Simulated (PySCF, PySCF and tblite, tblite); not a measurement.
# C4H4FN3: conformers and averaged spectra, part 2 of 2

PySCF and tblite. Atoms count from 0. Earlier steps stand in the parts before.

## 6. Single-point energy, conformer 2: PBE0/def2-SVP in chloroform

The job: settings as JSON, then the geometry in Å.

```
{"job": {"xc": "PBE0", "basis": "def2-SVP", "solvent": "chloroform", "kind": "sp"}, "charge": 0, "multiplicity": 1}
N     -2.314756    -1.051671     0.321350
C     -1.701050     0.010359     0.026488
C     -0.279173     0.248019    -0.063280
C      0.413359     1.395742    -0.383600
N      1.751314     1.178371    -0.349948
C      1.874172    -0.069746    -0.017757
F      3.008016    -0.724210     0.136862
N      0.699134    -0.702510     0.173276
H     -1.727821    -1.859817     0.526316
H     -2.313678     0.879296    -0.194536
H      0.026723     2.361824    -0.635372
H      0.564960    -1.666341     0.434173
```

Standard output:

```text
coarse grid: 11096 points
cycle   1  E = -418.0121155677  dE =  1.657e+00  |g| = 6.533e-01  |ddm| = 4.093e+00
cycle   2  E = -417.8901854366  dE =  1.219e-01  |g| = 1.015e+00  |ddm| = 1.544e+00
cycle   3  E = -418.1033760174  dE = -2.132e-01  |g| = 8.877e-02  |ddm| = 9.705e-01
cycle   4  E = -418.1045357822  dE = -1.160e-03  |g| = 5.415e-02  |ddm| = 1.198e-01
cycle   5  E = -418.1051495086  dE = -6.137e-04  |g| = 1.120e-02  |ddm| = 5.693e-02
cycle   6  E = -418.1051766089  dE = -2.710e-05  |g| = 3.054e-03  |ddm| = 1.263e-02
cycle   7  E = -418.1051784119  dE = -1.803e-06  |g| = 9.850e-04  |ddm| = 3.340e-03
final grid: 110904 points
cycle   8  E = -418.1520334819  dE = -2.999e-05  |g| = 6.969e-03  |ddm| = 2.546e-02
cycle   9  E = -418.1520271550  dE =  6.327e-06  |g| = 9.271e-03  |ddm| = 1.350e-02
cycle  10  E = -418.1520440529  dE = -1.690e-05  |g| = 1.241e-03  |ddm| = 7.878e-03
cycle  11  E = -418.1520443986  dE = -3.457e-07  |g| = 3.201e-04  |ddm| = 1.438e-03
cycle  12  E = -418.1520444191  dE = -2.045e-08  |g| = 1.217e-04  |ddm| = 3.940e-04
cycle  13  E = -418.1520444219  dE = -2.858e-09  |g| = 1.952e-05  |ddm| = 1.172e-04
cycle  14  E = -418.1520444220  dE = -7.844e-11  |g| = 8.846e-06  |ddm| = 2.719e-05
converged SCF energy = -418.1520444220
```

Wall time 11 s (1 thread of Arm Neoverse N1, shared host); peak memory 0.58 GiB.

Key values: HOMO -6.83 eV, LUMO -1.03 eV; dipole 2.22 D.

## 7. Couplings, conformer 1: B3LYP/pcJ-1+pcSseg-1

The job: settings as JSON, then the geometry in Å.

```
{"job": {"xc": "B3LYP", "basis": {"default": "pcSseg-1", "H": "pcJ-1", "F": "pcJ-1"}, "nuclei": ["H", "F", "P", "Si", "B"], "kind": "j"}, "charge": 0, "multiplicity": 1}
N     -2.646789    -0.021674    -0.107620
C     -1.578132     0.164121     0.534015
C     -0.218985     0.020418     0.063770
C      0.301064    -0.342292    -1.160907
N      1.656738    -0.338308    -1.129646
C      1.958538     0.016988     0.081098
F      3.176166     0.155501     0.567499
N      0.886042     0.251594     0.863522
H     -2.519304    -0.308594    -1.076585
H     -1.686831     0.471297     1.572315
H     -0.212303    -0.605889    -2.063260
H      0.884994     0.536152     1.829771
```

Standard output:

```text
coarse grid: 11096 points
cycle   1  E = -418.7032930676  dE =  1.672e+00  |g| = 7.244e-01  |ddm| = 3.287e+00
cycle   2  E = -418.4434456980  dE =  2.598e-01  |g| = 1.328e+00  |ddm| = 2.208e+00
cycle   3  E = -418.8105080180  dE = -3.671e-01  |g| = 1.673e-01  |ddm| = 1.536e+00
cycle   4  E = -418.8150708941  dE = -4.563e-03  |g| = 8.026e-02  |ddm| = 1.774e-01
cycle   5  E = -418.8162643689  dE = -1.193e-03  |g| = 2.289e-02  |ddm| = 8.618e-02
cycle   6  E = -418.8163792010  dE = -1.148e-04  |g| = 5.916e-03  |ddm| = 2.209e-02
cycle   7  E = -418.8163855751  dE = -6.374e-06  |g| = 2.003e-03  |ddm| = 5.801e-03
final grid: 110904 points
cycle   8  E = -418.8753498963  dE = -6.640e-05  |g| = 5.390e-03  |ddm| = 2.337e-02
cycle   9  E = -418.8753431752  dE =  6.721e-06  |g| = 7.936e-03  |ddm| = 9.772e-03
cycle  10  E = -418.8753556804  dE = -1.251e-05  |g| = 1.114e-03  |ddm| = 5.902e-03
cycle  11  E = -418.8753559102  dE = -2.297e-07  |g| = 4.402e-04  |ddm| = 1.163e-03
cycle  12  E = -418.8753559452  dE = -3.500e-08  |g| = 1.963e-04  |ddm| = 5.294e-04
cycle  13  E = -418.8753559526  dE = -7.466e-09  |g| = 2.789e-05  |ddm| = 1.769e-04
cycle  14  E = -418.8753559528  dE = -1.096e-10  |g| = 1.415e-05  |ddm| = 2.649e-05
converged SCF energy = -418.8753559528

Indirect spin-spin couplings (Hz)
  i      j    bonds     total        FC       PSO       DSO        SD
  6 F    9 H    5     -0.152     0.072     0.665    -0.820    -0.069
  6 F   10 H    4     -0.280     0.923     0.581    -1.825     0.041
  6 F   11 H    3     -9.544    -4.449    -3.350    -0.551    -1.195
  8 H    9 H    3     27.485    28.663     3.001    -4.178         -
  8 H   10 H    5      0.731     0.329    -1.997     2.399         -
  8 H   11 H    5     -0.286    -0.035     1.254    -1.505         -
  9 H   10 H    4     -0.897    -0.608     1.489    -1.778         -
  9 H   11 H    4      0.206    -0.036    -1.252     1.495         -
 10 H   11 H    4      1.646     2.068     2.245    -2.667         -
```

Run time: 37 s. Hardware: 1 thread of Arm Neoverse N1, shared host; peak memory 0.85 GiB.

Key values: HOMO -6.77 eV, LUMO -1.53 eV; dipole 2.27 D.

## 8. Couplings, conformer 2: B3LYP/pcJ-1+pcSseg-1

The job: settings as JSON, then the geometry in Å.

```
{"job": {"xc": "B3LYP", "basis": {"default": "pcSseg-1", "H": "pcJ-1", "F": "pcJ-1"}, "nuclei": ["H", "F", "P", "Si", "B"], "kind": "j"}, "charge": 0, "multiplicity": 1}
N     -2.314756    -1.051671     0.321350
C     -1.701050     0.010359     0.026488
C     -0.279173     0.248019    -0.063280
C      0.413359     1.395742    -0.383600
N      1.751314     1.178371    -0.349948
C      1.874172    -0.069746    -0.017757
F      3.008016    -0.724210     0.136862
N      0.699134    -0.702510     0.173276
H     -1.727821    -1.859817     0.526316
H     -2.313678     0.879296    -0.194536
H      0.026723     2.361824    -0.635372
H      0.564960    -1.666341     0.434173
```

Standard output:

```text
coarse grid: 11096 points
cycle   1  E = -418.7051043506  dE =  1.670e+00  |g| = 7.217e-01  |ddm| = 3.286e+00
cycle   2  E = -418.4712359684  dE =  2.339e-01  |g| = 1.288e+00  |ddm| = 1.992e+00
cycle   3  E = -418.8120149859  dE = -3.408e-01  |g| = 1.502e-01  |ddm| = 1.327e+00
cycle   4  E = -418.8156635899  dE = -3.649e-03  |g| = 7.512e-02  |ddm| = 1.567e-01
cycle   5  E = -418.8166847492  dE = -1.021e-03  |g| = 2.274e-02  |ddm| = 7.905e-02
cycle   6  E = -418.8167911991  dE = -1.064e-04  |g| = 6.157e-03  |ddm| = 2.190e-02
cycle   7  E = -418.8167977904  dE = -6.591e-06  |g| = 2.246e-03  |ddm| = 6.052e-03
final grid: 110904 points
cycle   8  E = -418.8765566598  dE = -6.460e-05  |g| = 6.760e-03  |ddm| = 2.618e-02
cycle   9  E = -418.8765363856  dE =  2.027e-05  |g| = 1.198e-02  |ddm| = 1.446e-02
cycle  10  E = -418.8765654096  dE = -2.902e-05  |g| = 1.543e-03  |ddm| = 1.003e-02
cycle  11  E = -418.8765659573  dE = -5.477e-07  |g| = 4.845e-04  |ddm| = 1.666e-03
cycle  12  E = -418.8765660027  dE = -4.538e-08  |g| = 1.687e-04  |ddm| = 4.958e-04
cycle  13  E = -418.8765660074  dE = -4.680e-09  |g| = 2.311e-05  |ddm| = 1.266e-04
cycle  14  E = -418.8765660074  dE = -7.265e-11  |g| = 1.307e-05  |ddm| = 2.499e-05
converged SCF energy = -418.8765660074

Indirect spin-spin couplings (Hz)
  i      j    bonds     total        FC       PSO       DSO        SD
  6 F    8 H    6     -0.680    -0.509     0.338    -0.343    -0.166
  6 F    9 H    5      2.651     2.820     1.176    -1.201    -0.145
  6 F   10 H    4     -0.156     0.936     0.668    -1.843     0.083
  6 F   11 H    3     -9.425    -4.297    -3.424    -0.490    -1.214
  8 H    9 H    3     27.670    28.830     3.005    -4.166         -
  8 H   10 H    5      0.318     0.526     1.179    -1.387         -
  8 H   11 H    5      0.364    -0.182    -2.798     3.344         -
  9 H   11 H    4     -0.853    -0.509     1.578    -1.923         -
 10 H   11 H    4      1.649     2.072     2.239    -2.663         -
```

It took 37 s on 1 thread of Arm Neoverse N1, shared host; peak memory 0.82 GiB.

In short: HOMO -6.88 eV, LUMO -1.51 eV; dipole 1.58 D.

## 9. Boltzmann average: properties at KT2/pcSseg-1 in chloroform

The job: settings as JSON, then the geometry in Å.

```
{"job": {"study": "conf", "smiles": "[H]/N=C\\c1cnc(F)[nH]1", "search": {"seed": 3883, "n_embed": 60, "ff_keep": 14, "window": 3.0, "nmax": 10, "temps": [150, 200, 250, 298.15, 400], "t_ref": 298.15, "order": 0.001}, "level": {"nmr": {"xc": "KT2", "basis": "pcSseg-1", "solvent": "chloroform"}, "sp": {"xc": "PBE0", "basis": "def2-SVP", "solvent": "chloroform"}, "j": {"xc": "B3LYP", "basis": {"default": "pcSseg-1", "H": "pcJ-1", "F": "pcJ-1"}, "nuclei": ["H", "F", "P", "Si", "B"]}}, "kind": "conf"}, "charge": 0, "multiplicity": 1}
N     -2.314756    -1.051671     0.321350
C     -1.701050     0.010359     0.026488
C     -0.279173     0.248019    -0.063280
C      0.413359     1.395742    -0.383600
N      1.751314     1.178371    -0.349948
C      1.874172    -0.069746    -0.017757
F      3.008016    -0.724210     0.136862
N      0.699134    -0.702510     0.173276
H     -1.727821    -1.859817     0.526316
H     -2.313678     0.879296    -0.194536
H      0.026723     2.361824    -0.635372
H      0.564960    -1.666341     0.434173
```

Standard output:

```text
conformer  sym    E(xTB)   E(DFT)   G(298.15 K)  weight  dipole/D
    1     Cs      0.000    0.784    0.921   0.1744    2.823
    2     Cs      0.783    0.000    0.000   0.8256    2.220

mean shielding (ppm) by class
class atoms           150 K      200 K      250 K   298.15 K      400 K
  0 N  0            -24.202    -24.332    -24.456     -24.56    -24.728
  1 C  1             37.632      37.66     37.686     37.709     37.744
  2 C  2             62.723     62.722     62.722     62.721      62.72
  3 C  3             60.714     60.965     61.205     61.405     61.729
  4 N  4             26.865     26.923     26.979     27.025       27.1
  5 C  5             34.112     34.153     34.193     34.225     34.278
  6 F  6            275.648    275.763    275.873    275.965    276.114
  7 N  7            117.939    117.656    117.386     117.16    116.795
  8 H  8             21.948     21.918     21.889     21.865     21.827
  9 H  9              23.63     23.632     23.634     23.635     23.637
 10 H  10            24.602     24.583     24.566     24.551     24.527
 11 H  11            23.141     23.157     23.173     23.185     23.206
```

It took 2.6 min on 1 thread of Arm Neoverse N1, shared host. This counts the runs that the step sums up.

The search (ETKDG and KDG, MMFF94s, GFN2-xTB) embedded 60 structures, kept 2 distinct ones after the force field and 2 after xTB; 2 were carried on (window 3.0 kcal/mol at the search's own energies). Energies: PBE0/def2-SVP in chloroform with D3(BJ).

Conformer by conformer (298 K):

```tsv
no.	group	mirror pair	ΔE xTB	ΔE DFT	ΔG	weight (%)	μ (D)	N0–C1–C2–N7 (°)	A, B, C (GHz)
1	Cs	no	0.00	0.78	0.92	17.4	2.82	-180	7.14, 1.28, 1.09
2	Cs	no	0.78	0.00	0.00	82.6	2.22	0	5.43, 1.42, 1.12
```

Energies in kcal/mol. ΔG holds xTB vibrations and rotation, symmetry numbers and mirror pairs.

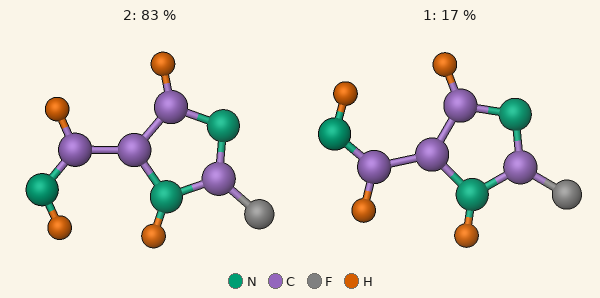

Conformers, most populated first.

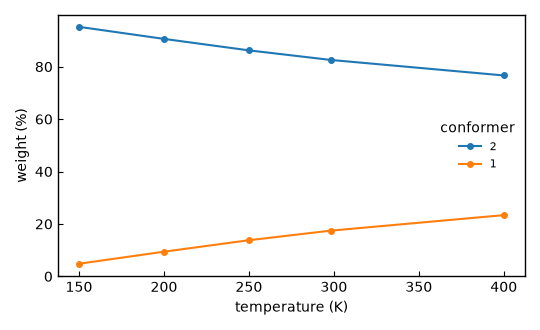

Weights against temperature.

Other ways of weighting, at the same temperature:

```tsv
scheme	2	1	mean μ (D)
DFT free energy	83	17	2.33
DFT energy, symmetry counted	79	21	2.35
DFT energy alone	79	21	2.35
xTB energy, symmetry counted	21	79	2.70
xTB free energy	25	75	2.67
lowest conformer only	100	0	2.22
equal weights	50	50	2.52
conformers found from three starts alone	100	0	2.22
```

Shifts against references run at the same level (13C TMS 186.2, 1H TMS 31.60 ppm of shielding), by class of atoms, at 298 K:

```tsv
atoms	environment	no. 2	no. 1	average
C5	aromatic carbon bearing fluorine	152.1	151.2	152.0
C1	C=N carbon	148.6	148.0	148.5
C3	aromatic CH next to a ring nitrogen	125.8	120.3	124.8
C2	substituted aromatic carbon next to a ring nitrogen	123.5	123.5	123.5
H8	hydrogen on an imine nitrogen	9.62	10.28	9.74
H11	hydrogen on a pyrrole-type ring nitrogen	8.48	8.13	8.42
H9	hydrogen on a C=N carbon	7.97	7.94	7.97
H10	hydrogen on an aromatic CH next to a ring nitrogen	6.98	7.38	7.05
N0	imine nitrogen	-24.1 (σ)	-26.9 (σ)	-24.6 (σ)
N4	pyridine-type nitrogen of an azole	26.8 (σ)	28.1 (σ)	27.0 (σ)
N7	pyrrole-type ring nitrogen	118.2 (σ)	112.1 (σ)	117.2 (σ)
F6	aryl fluorine	275.5 (σ)	278.0 (σ)	276.0 (σ)
```

Couplings (Hz, B3LYP/pcJ-1+pcSseg-1; one pair named for each class), from conformers that hold 100 % of the weight:

```tsv
pair	bonds	no. 2	no. 1	average
H8–H9	3	27.7	27.5	27.6
F6–H11	3	-9.4	-9.5	-9.4
H10–H11	4	1.6	1.6	1.6
H9–H11	4	-0.8	0.2	-0.7
```

Effective distances for nuclear Overhauser effects, ⟨r⁻⁶⟩^(−1/6) over all pairs of two classes (Å): H8···H11 2.38; H8···H9 2.89; H9···H10 2.89; H9···H11 3.27; H8···H10 3.32.

## 10. Summary of results

This closing draws on all 2 parts.

| quantity | value |
| --- | --- |
| conformers | 2; the first in weight is no. 2 (Cs), 83 % at 298 K |
| root-mean-square dipole | 2.34 D |
| averaged 13C shifts (KT2/pcSseg-1 in chloroform) | 152.0, 148.5, 124.8, 123.5 ppm |
| averaged 1H shifts (KT2/pcSseg-1 in chloroform) | 9.74, 8.42, 7.97, 7.05 ppm |

What this shows: Conformer 2 leads with 83 % at 298 K, and its share goes from 95 % at 150 K to 77 % at 400 K. xTB puts no. 1 lowest, DFT no. 2. Among conformers over 5 %, H8 differs by 0.65 ppm, while the average moves by 0.12 ppm from 150 to 400 K. Protons on O, N, S or Se exchange and bind to solvent, so their values hold for the lone molecule only.
